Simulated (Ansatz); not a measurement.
Start from GaP in the zinc blende structure (space group F-43m, No. 216; a = 5.439 Å).

One thing is altered: every lattice vector is shortened by 4.47 %; the atoms relax in the strained cell.

Calculations: plane-wave PAW DFT at the PBEsol level (Ansatz, a first-principles code, 420 eV), scalar-relativistic without spin-orbit coupling, earlier PAW set.

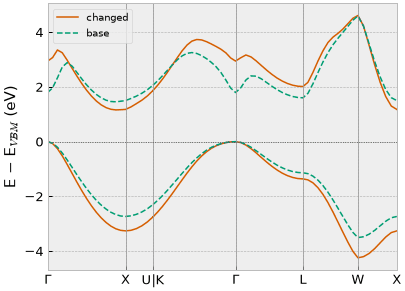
Figure. Highest valence and lowest conduction band along the path, each from its own valence-band maximum

The gap is 1.16 eV, indirect, Γ → Γ–X (88 % along); the base has 1.45 eV.

Whether these cells are dynamically stable was not tested.
